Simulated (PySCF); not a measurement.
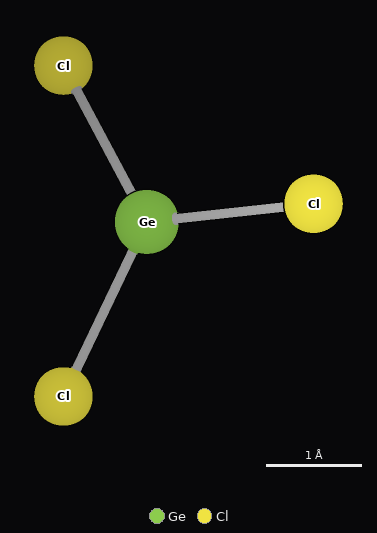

The input geometry (ball-and-stick view, seen at a tilt). Sticks mark near contacts. Bond lengths as drawn: Cl–Ge 2.05 Å.

Run report: GeCl₃ (charge +1), frequency calculation

GeCl₃, charge +1, computed with RKS-based PBE0, Ge def2-TZVP, Cl def2-TZVP; non-relativistic Hamiltonian; density fitting (PySCF 2.14.0).

### Input file
```python
from pyscf import gto, scf, dft
mol = gto.M(atom='''
Ge    -0.000000    -0.000000     0.000000
Cl     2.045196     0.000000     0.000000
Cl    -1.022598     1.771191     0.000000
Cl    -1.022598    -1.771191     0.000000''',
    basis={'Ge': 'def2-TZVP', 'Cl': 'def2-TZVP'},
    charge=1, spin=0)
mf = dft.RKS(mol, xc='PBE0')
mf.grids.atom_grid = (75, 302)
aux = {'Ge': 'def2-universal-JKFIT', 'Cl': 'def2-universal-JKFIT'}
mf = mf.density_fit(auxbasis=aux)
mf.conv_tol = 1e-09
mf.diis_space = 10
mf.max_cycle = 60
mf.verbose = 4
mf.kernel()
```

The script is an equivalent of the set-up of the self-consistent field. The run itself was carried out by a driver, which started from the orbitals of the step before it where there was one and computed the further properties.

Machine: 4 threads of Arm Neoverse V1, 24 GiB of memory available, shared host.

Launch command:
```bash
OMP_NUM_THREADS=4 python axn.py task.json out
```

### What the program printed
```
init E= -3456.7252124794
  HOMO = -0.567792767379119  LUMO = -0.320461916551117  gap/eV = 6.73022
cycle= 1 E= -3456.72521247938  delta_E= 1.32e-11  |g|= 2.4e-06  |ddm|= 3.16e-06
  HOMO = -0.56779285670553  LUMO = -0.320462168297409  gap/eV = 6.73021
Extra cycle  E= -3456.72521247939  delta_E= -7.73e-12  |g|= 2.77e-06  |ddm|= 3.82e-06
converged SCF energy = -3456.72521247939
```

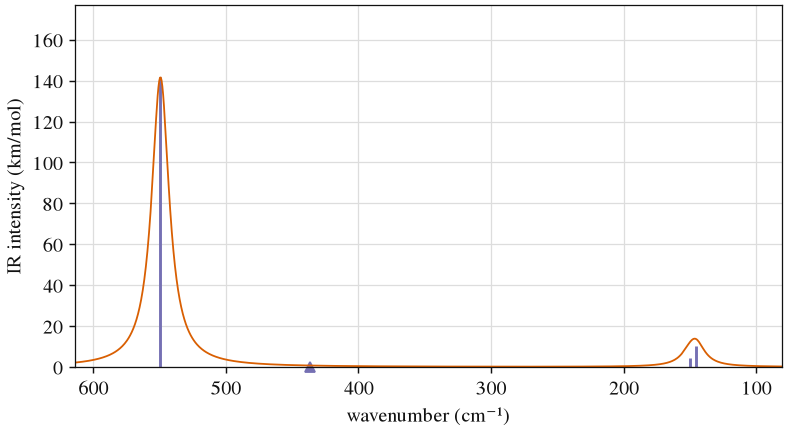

Harmonic infrared spectrum, unscaled: sticks (degenerate modes added up, dark ones marked on the axis) with a Lorentzian envelope of 16 cm⁻¹ full width, scaled to the tallest stick. 6 modes from 145 to 549 cm⁻¹, none imaginary. The strongest line is at 549 cm⁻¹ (142 km/mol). All modes, in cm⁻¹ (km/mol): 145 (5.1), 145 (5.1), 150 (4.6), 437 (0.0), 549 (71), 549 (71).

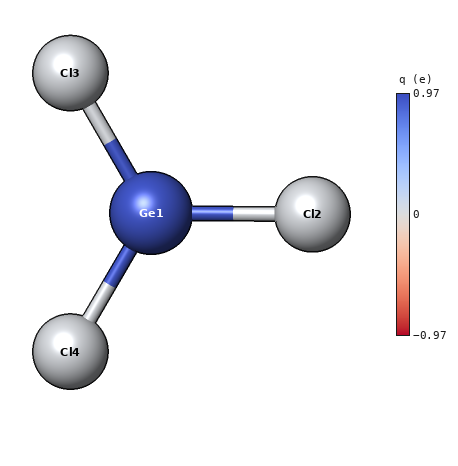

Mulliken charges, as the colour of each atom (ball-and-stick view, seen on its broad side; atoms are numbered from 1 in the order of the input). By element: Ge +0.92 and Cl +0.03 e.

### Key numbers

- outcome: converged
- total energy: −3456.725212 hartree
- HOMO: −15.45 eV
- LUMO: −8.72 eV
- zero-point energy: 0.004501 hartree
- wavenumbers, lowest and highest: 145 and 549 cm⁻¹
- wall time: 31 s (CPU time 97 s)
- peak memory: 1.6 GiB
